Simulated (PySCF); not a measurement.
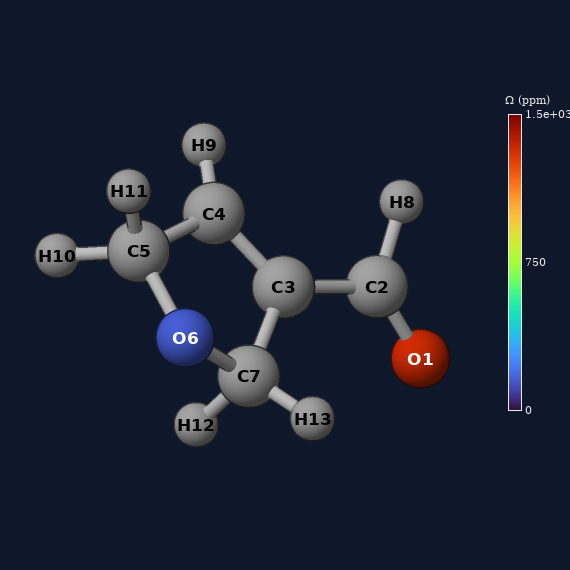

The O atoms are coloured by the span of their shielding tensor. Geometry: a frame of a GFN2-xTB molecular-dynamics simulation, not a minimum. Level of theory: GIAO PBE0/pcSseg-1 NMR shielding, non-relativistic, gas phase (PySCF 2.14.0). Principal shieldings σ11 ≤ σ22 ≤ σ33, span Ω = σ33 − σ11, skew κ = 3(σiso − σ22)/Ω.

Question: Which O atom has the most anisotropic shielding?

Answer: O1, with a span of 1336 ppm.

Give the shielding tensors of the O atoms.

```
atom     σ11     σ22    σ33    σiso       Ω     κ
  O1  −975.0  −413.9  360.9  −342.6  1335.9  0.16
  O6   233.7   301.5  389.8   308.4   156.1  0.13
```

Shieldings and span in ppm.
